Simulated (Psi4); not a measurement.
**P2 (diphosphorus): wB97M-V/def2-TZVPPD**

Aim: the vertical electron affinity of P2 (diphosphorus) at wB97M-V/def2-TZVPPD, from 2 runs. 

Program for the calculation: Psi4 1.11.

1 further run of the same task is left out (it didn't finish).

## 1. The molecule

P2: 2 atoms, total charge 0, spin state singlet. SMILES: `P#P`. Geometry: the measured bond length.

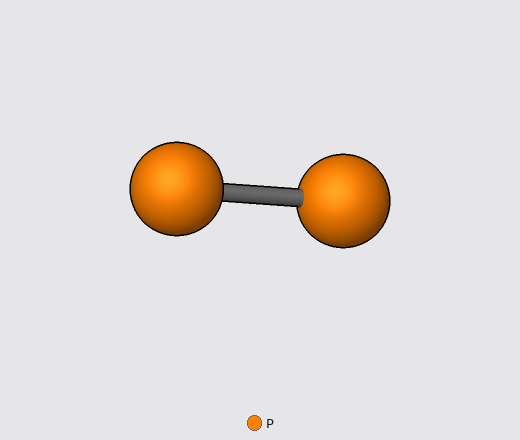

The structure, seen from a chosen angle (phosphorus orange).

## 2. A single-point energy at wB97M-V/def2-TZVPPD

job.in

```
memory 1.6 GB

molecule {
  0 1
  P      0.000000     0.000000     0.000000
  P      0.000000     0.000000     1.893400
  symmetry c1
}

set {
  basis def2-TZVPPD
  puream true
  e_convergence 1e-09
  d_convergence 1e-08
  scf_type pk
  dft_radial_points 99
  dft_spherical_points 590
}

energy('wb97m-v')
print_variables()
```

Run with:

```bash
$ psi4 -i job.in -o job.out -n 1
```

job.out:

```text
[...]
  Running in c1 symmetry.
[...]
  Nuclear repulsion =   62.884162036944126
[...]
  Multiplicity = 1
[...]
  Nalpha       = 15
  Nbeta        = 15
[...]
    Number of basis functions: 96
[...]
   @RKS iter   1:  -682.64852041806671   -5.36347e-01   3.93578e-03 ADIIS/DIIS
[...]
   @RKS iter   9:  -682.67425200086484   -8.52651e-12   2.56736e-09 DIIS
[...]
    Orbital Energies [Eh]
    ---------------------
    Doubly Occupied:
       1A    -77.391987     2A    -77.391962     3A     -6.740720
       4A     -6.740275     5A     -4.852645     6A     -4.852645
       7A     -4.852468     8A     -4.852468     9A     -4.849679
      10A     -4.847639    11A     -0.795629    12A     -0.565863
      13A     -0.383535    14A     -0.368636    15A     -0.368636
[...]
  @RKS Final Energy:  -682.67425200086484
   => Energetics <=
    Nuclear Repulsion Energy =             62.8841620369441259
    One-Electron Energy =               -1069.0497074571953817
    Two-Electron Energy =                 359.0586887679363599
    DFT Exchange-Correlation Energy =     -35.6927966184826460
    Empirical Dispersion Energy =           0.0000000000000000
    VV10 Nonlocal Energy =                  0.1254012699327305
    Total Energy =                       -682.6742520008648398
[...]
 Multipole Moments:
 ------------------------------------------------------------------------------------
     Multipole            Electronic (a.u.)      Nuclear  (a.u.)        Total (a.u.)
 ------------------------------------------------------------------------------------
 L = 1.  Multiply by 2.5417464519 to convert [e a0] to [Debye]
 Dipole X            :         -0.0000000            0.0000000           -0.0000000
 Dipole Y            :          0.0000000            0.0000000            0.0000000
 Dipole Z            :         -0.0000000            0.0000000           -0.0000000
 Magnitude           :                                                    0.0000000
[...]
```

Run time: 33 s. Hardware: 1 thread of AMD EPYC 7R43 (Zen 3), shared host; peak memory 0.78 GiB.

## 3. The doublet anion, same level

run.py

```python
import psi4

psi4.set_memory('1600 MB')
psi4.set_num_threads(1)
psi4.core.set_output_file('psi4.out', False)

geom = psi4.geometry("""
-1 2
P      0.00000000     0.00000000     0.00000000
P      0.00000000     0.00000000     3.57800744
units bohr
symmetry c1
no_reorient
no_com
""")

options = {'reference': 'uks', 'puream': True, 'e_convergence': 1e-09, 'd_convergence': 1e-08, 'scf_type': 'pk', 'dft_radial_points': 99, 'dft_spherical_points': 590, 'maxiter': 100}
psi4.set_options(options)

e_tot = psi4.energy("wb97m-v/def2-TZVPPD")
print(f'total energy {e_tot:.8f} hartree = {e_tot * 27.211386:.5f} eV')
for k, v in sorted(psi4.core.scalar_variables().items()):
    print(f'{k:45s} {v:18.10f}')
```

Run with:

```bash
$ python run.py
```

psi4.out:

```text
[...]
  Running in c1 symmetry.
[...]
  Nuclear repulsion =   62.884162141373302
[...]
  Multiplicity = 2
[...]
  Nalpha       = 16
  Nbeta        = 15
[...]
    Number of basis functions: 96
[...]
   @UKS iter   1:  -682.59206267007880   -4.79880e-01   5.13645e-03 DIIS/ADIIS
[...]
   @UKS iter  10:  -682.68677102772313   -4.13820e-11   7.55235e-09 DIIS
[...]
   @S^2 Observed:                7.541899874E-01
[...]
    Orbital Energies [Eh]
    ---------------------
    Alpha Occupied:
       1A    -77.133636     2A    -77.133610     3A     -6.484617
       4A     -6.484203     5A     -4.597553     6A     -4.597373
       7A     -4.596528     8A     -4.596372     9A     -4.594797
      10A     -4.592735    11A     -0.559249    12A     -0.338552
      13A     -0.157271    14A     -0.153988    15A     -0.142300
      16A     -0.006411
    Alpha Virtual:
      17A      0.192265    18A      0.213477    19A      0.252126
      20A      0.314948    21A      0.324406    22A      0.324829
      23A      0.363211    24A      0.363499    25A      0.366227
[...]
  @UKS Final Energy:  -682.68677102772313
   => Energetics <=
    Nuclear Repulsion Energy =             62.8841621413733023
    One-Electron Energy =               -1076.5113641164743967
    Two-Electron Energy =                 366.6079542826351485
    DFT Exchange-Correlation Energy =     -35.7953040906466242
    Empirical Dispersion Energy =           0.0000000000000000
    VV10 Nonlocal Energy =                  0.1277807553895438
    Total Energy =                       -682.6867710277231254
[...]
 Multipole Moments:
 ------------------------------------------------------------------------------------
     Multipole            Electronic (a.u.)      Nuclear  (a.u.)        Total (a.u.)
 ------------------------------------------------------------------------------------
 L = 1.  Multiply by 2.5417464519 to convert [e a0] to [Debye]
 Dipole X            :         -0.0000000            0.0000000           -0.0000000
 Dipole Y            :          0.0000000            0.0000000            0.0000000
 Dipole Z            :        -55.4591153           53.6701116           -1.7890037
 Magnitude           :                                                    1.7890037
[...]
```

On the terminal:

```text
total energy -682.68677103 hartree = -18576.85324 eV
CURRENT ENERGY                                   -682.6867710277
CURRENT REFERENCE ENERGY                         -682.6867710277
DD SOLVATION ENERGY                                 0.0000000000
DFT FUNCTIONAL TOTAL ENERGY                      -682.6867710277
DFT TOTAL ENERGY                                 -682.6867710277
DFT VV10 ENERGY                                     0.1277807554
DFT XC ENERGY                                     -35.7953040906
GRID ELECTRONS ALPHA                               16.0000000920
GRID ELECTRONS BETA                                15.0000000848
GRID ELECTRONS TOTAL                               31.0000001769
NUCLEAR REPULSION ENERGY                           62.8841621414
ONE-ELECTRON ENERGY                             -1076.5113641165
PCM POLARIZATION ENERGY                             0.0000000000
PE ENERGY                                           0.0000000000
SCF ITERATION ENERGY                             -682.6867710277
SCF ITERATIONS                                     10.0000000000
SCF TOTAL ENERGY                                 -682.6867710277
TWO-ELECTRON ENERGY                               366.6079542826
XC GRID RADIAL POINTS                              99.0000000000
XC GRID SPHERICAL POINTS                          590.0000000000
XC GRID TOTAL POINTS                           111250.0000000000
```

Run time: 49 s. Hardware: 1 thread of AMD EPYC 7R43 (Zen 3), shared host; peak memory 0.78 GiB.

## 4. Summary of results

At wB97M-V/def2-TZVPPD:

```
                                         quantity          value
                         singlet P2: total energy  -682.67425 Eh
                        singlet P2: dipole moment         0.00 D
                          singlet P2: HOMO energy      -10.03 eV
                          singlet P2: LUMO energy       -0.55 eV
                        singlet P2: HOMO–LUMO gap        9.48 eV
                      doublet anion: total energy  -682.68677 Eh
doublet anion: HOMO energy (highest over α and β)       -0.17 eV
 doublet anion: LUMO energy (lowest over α and β)        5.23 eV
                              doublet anion: ⟨S²⟩          0.754
vertical electron affinity (to the doublet anion)       0.341 eV
```

In words: At fixed nuclei the extra electron is bound by 0.34 eV (7.9 kcal/mol).
